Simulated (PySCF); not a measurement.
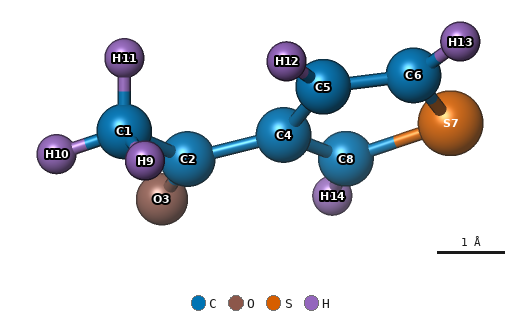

Fig. 1: The structure (ball-and-stick view, seen at an oblique angle; atoms are numbered from 1 in the order of the input). Bond lengths as drawn: C–C 1.37 to 1.51 Å, C–H 1.09 to 1.10 Å, C–O 1.21 Å and C–S 1.70 to 1.72 Å.

## What a change does: NMR shielding calculation on C₆H₆OS

System: C₆H₆OS.
Method of run A: GIAO PBE0/def2-TZVP NMR shielding, non-relativistic, gas phase (PySCF 2.14.0).

The geometry comes from this level: PBE0-D3(BJ)/def2-SVP. Text and figures count atoms from 1; the logs count them from 0 in places.

**Input file, run A**
```
{"job": {"kind": "nmr", "xc": "PBE0", "basis": "def2-TZVP", "pop": true}, "charge": 0, "multiplicity": 1}
C     -2.117276    -0.527140    -0.126675
C     -1.161701     0.617054    -0.354166
O     -1.543807     1.697618    -0.747393
C      0.278220     0.371899    -0.076494
C      0.871960    -0.836420     0.407336
C      2.226706    -0.729121     0.560827
S      2.788261     0.836273     0.118107
C      1.216605     1.361441    -0.275217
H     -1.838741    -1.394407    -0.745710
H     -3.133637    -0.203476    -0.381013
H     -2.086134    -0.853736     0.924769
H      0.318445    -1.748303     0.633671
H      2.927901    -1.485813     0.910233
H      1.014956     2.368866    -0.637265
```

The first line tells a small driver script what to run in PySCF; the rest is the geometry in Å.

Hardware: 1 CPU thread, shared host.

**Output (run A)**
```
coarse grid: 12952 points
cycle   1  E = -705.1619768957  dE =  1.415e+00  |g| = 8.251e-01  |ddm| = 3.235e+00
cycle   2  E = -704.7367124443  dE =  4.253e-01  |g| = 1.673e+00  |ddm| = 7.714e+00
cycle   3  E = -705.2942213285  dE = -5.575e-01  |g| = 1.823e-01  |ddm| = 6.784e+00
cycle   4  E = -705.2997582512  dE = -5.537e-03  |g| = 9.844e-02  |ddm| = 2.009e-01
cycle   5  E = -705.3019304694  dE = -2.172e-03  |g| = 3.623e-02  |ddm| = 1.021e-01
cycle   6  E = -705.3022890420  dE = -3.586e-04  |g| = 6.433e-03  |ddm| = 3.759e-02
cycle   7  E = -705.3022966084  dE = -7.566e-06  |g| = 2.935e-03  |ddm| = 6.243e-03
final grid: 122440 points
cycle   8  E = -705.2903617002  dE = -3.229e-05  |g| = 1.622e-02  |ddm| = 9.004e-02
cycle   9  E = -705.2902348409  dE =  1.269e-04  |g| = 2.948e-02  |ddm| = 4.655e-02
cycle  10  E = -705.2904122801  dE = -1.774e-04  |g| = 3.850e-03  |ddm| = 3.652e-02
cycle  11  E = -705.2904150826  dE = -2.803e-06  |g| = 6.223e-04  |ddm| = 4.409e-03
cycle  12  E = -705.2904151729  dE = -9.037e-08  |g| = 1.691e-04  |ddm| = 5.823e-04
cycle  13  E = -705.2904151791  dE = -6.125e-09  |g| = 6.671e-05  |ddm| = 2.463e-04
cycle  14  E = -705.2904151802  dE = -1.156e-09  |g| = 2.707e-05  |ddm| = 9.837e-05
cycle  15  E = -705.2904151804  dE = -1.819e-10  |g| = 4.470e-06  |ddm| = 2.675e-05
converged SCF energy = -705.2904151804

GIAO shielding tensors (ppm)
atom      isotropic    diamagn.    paramagn.     s11        s22        s33       span
  0 C      157.349     251.429     -94.080    140.197    142.652    189.200     49.003
  1 C       -6.276     242.248    -248.524    -96.528    -23.878    101.578    198.106
  2 O     -280.520     399.253    -679.773   -819.420   -363.510    341.370   1160.790
  3 C       39.359     252.554    -213.195    -31.966     25.697    124.346    156.312
  4 C       54.935     257.481    -202.546    -28.303     39.649    153.459    181.763
  5 C       54.576     255.197    -200.621    -34.609     54.876    143.461    178.070
  6 S      225.139    1055.954    -830.815     90.320    216.857    368.239    277.919
  7 C       46.371     260.005    -213.634    -45.645     31.597    153.162    198.807
  8 H       28.882      30.805      -1.923     25.363     29.473     31.809      6.446
  9 H       29.361      30.029      -0.668     25.912     28.388     33.782      7.870
 10 H       28.887      30.780      -1.893     25.359     29.439     31.862      6.503
 11 H       23.869      32.733      -8.864     21.021     22.475     28.112      7.092
 12 H       24.145      28.860      -4.715     21.253     24.584     26.597      5.344
 13 H       23.007      30.951      -7.944     19.901     22.595     26.526      6.625
```

For run B the input was changed thus:
```diff
-"basis": "def2-TZVP"
+"basis": "def2-SVP"
```

How does run B compare with run A?

The total energy of run B is 298.3 kcal/mol higher, which measures the change of basis and not a stability. The LUMO goes from −1.49 to −1.33 eV. The dipole moment goes from 3.10 to 2.96 D. Of all shieldings, the largest change is that of S7, by +113.2 ppm. The SCF takes 14 iterations against 15. The basis functions go from 290 to 146.

**Output (run B)**
```
coarse grid: 12952 points
cycle   1  E = -704.5904275186  dE =  1.365e+00  |g| = 7.897e-01  |ddm| = 4.339e+00
cycle   2  E = -704.1826853787  dE =  4.077e-01  |g| = 1.609e+00  |ddm| = 4.096e+00
cycle   3  E = -704.7209219704  dE = -5.382e-01  |g| = 1.580e-01  |ddm| = 3.257e+00
cycle   4  E = -704.7252607629  dE = -4.339e-03  |g| = 8.946e-02  |ddm| = 2.785e-01
cycle   5  E = -704.7272397405  dE = -1.979e-03  |g| = 2.988e-02  |ddm| = 1.462e-01
cycle   6  E = -704.7274886953  dE = -2.490e-04  |g| = 5.550e-03  |ddm| = 4.043e-02
cycle   7  E = -704.7274949677  dE = -6.272e-06  |g| = 2.226e-03  |ddm| = 7.725e-03
final grid: 122440 points
cycle   8  E = -704.8149347536  dE =  2.202e-06  |g| = 1.500e-02  |ddm| = 3.870e-02
cycle   9  E = -704.8148077204  dE =  1.270e-04  |g| = 2.841e-02  |ddm| = 4.945e-02
cycle  10  E = -704.8149845243  dE = -1.768e-04  |g| = 3.147e-03  |ddm| = 3.586e-02
cycle  11  E = -704.8149867166  dE = -2.192e-06  |g| = 2.950e-04  |ddm| = 3.431e-03
cycle  12  E = -704.8149867386  dE = -2.202e-08  |g| = 1.036e-04  |ddm| = 5.333e-04
cycle  13  E = -704.8149867411  dE = -2.487e-09  |g| = 3.979e-05  |ddm| = 1.656e-04
cycle  14  E = -704.8149867415  dE = -4.000e-10  |g| = 1.767e-05  |ddm| = 6.998e-05
converged SCF energy = -704.8149867415

GIAO shielding tensors (ppm)
atom      isotropic    diamagn.    paramagn.     s11        s22        s33       span
  0 C      166.497     251.362     -84.865    150.435    153.415    195.641     45.206
  1 C        8.208     249.087    -240.879    -73.449    -13.393    111.464    184.912
  2 O     -264.313     393.161    -657.474   -817.983   -333.791    358.835   1176.818
  3 C       54.770     259.284    -204.514    -12.330     40.864    135.777    148.107
  4 C       69.979     250.998    -181.019     -6.741     54.219    162.458    169.200
  5 C       66.130     256.179    -190.048    -16.596     63.367    151.620    168.217
  6 S      338.370    1055.837    -717.467    222.094    321.790    471.227    249.133
  7 C       57.927     254.940    -197.013    -29.534     44.436    158.878    188.412
  8 H       28.844      30.677      -1.833     25.204     29.320     32.009      6.805
  9 H       29.451      27.730       1.721     25.802     28.074     34.478      8.677
 10 H       28.845      30.612      -1.767     25.193     29.283     32.059      6.866
 11 H       24.130      33.180      -9.050     20.814     23.309     28.268      7.454
 12 H       24.466      30.445      -5.979     21.375     24.910     27.113      5.738
 13 H       23.299      32.497      -9.198     19.706     23.496     26.695      6.990
```

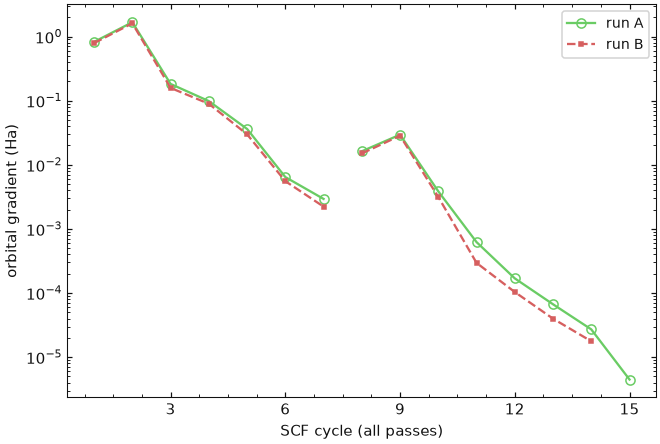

Fig. 2: Convergence of the two runs: orbital gradient against the SCF cycle. A break in a curve parts two SCF passes (coarse and final grid). Run A takes 15 cycles in all, and run B takes 14.

**The two runs side by side**

| quantity | run A | run B |
| --- | --- | --- |
| outcome | converged | converged |
| total energy (hartree) | −705.290415 | −704.814987 |
| HOMO (eV) | −7.20 | −7.19 |
| LUMO (eV) | −1.49 | −1.33 |
| dipole moment (D) | 3.10 | 2.96 |
| shielding of C2 (ppm) | −6.3 | 8.2 |
| shielding of O3 (ppm) | −280.5 | −264.3 |
| shielding of C4 (ppm) | 39.4 | 54.8 |
| shielding of C5 (ppm) | 54.9 | 70.0 |
| shielding of C6 (ppm) | 54.6 | 66.1 |
| shielding of S7 (ppm) | 225.1 | 338.4 |
| shielding of C8 (ppm) | 46.4 | 57.9 |
| SCF iterations | 15 | 14 |
| basis functions | 290 | 146 |
| wall time (shared host) | 46 s | 15 s |
